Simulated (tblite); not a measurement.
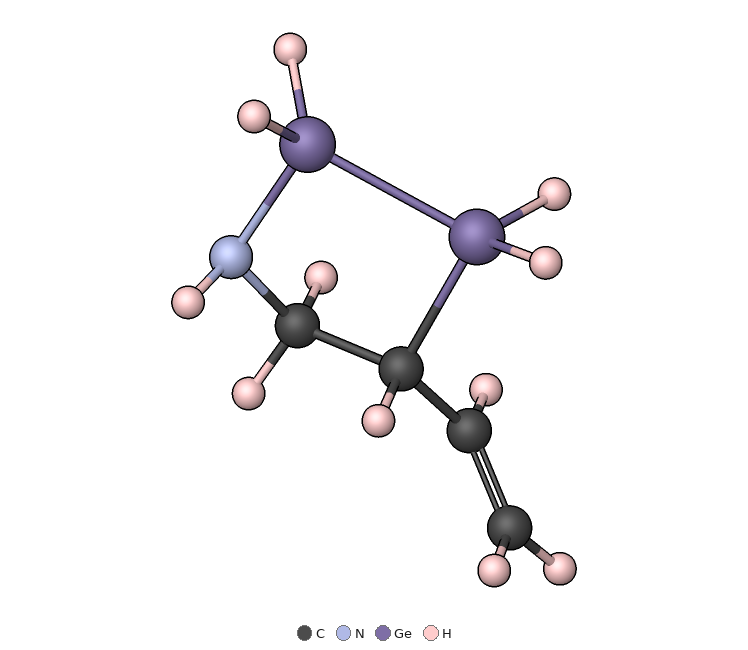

(Drawn from a calculation with tblite.)

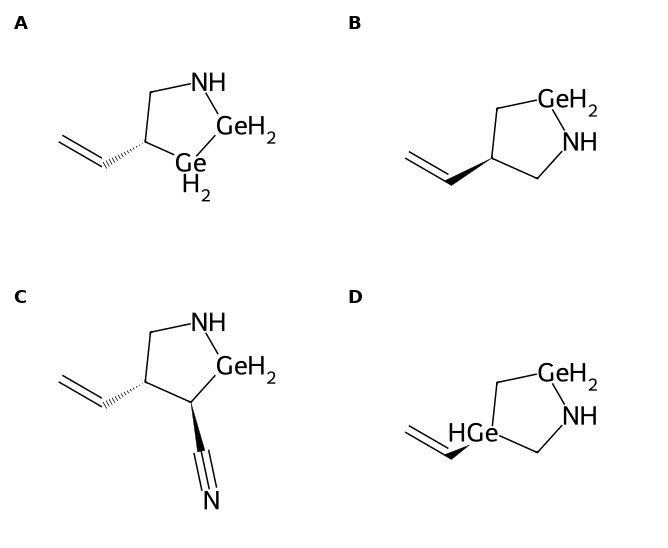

Which structural formula matches the 3D model?

Answer. A, `C=C[C@@H]1C[NH][GeH2][GeH2]1`.
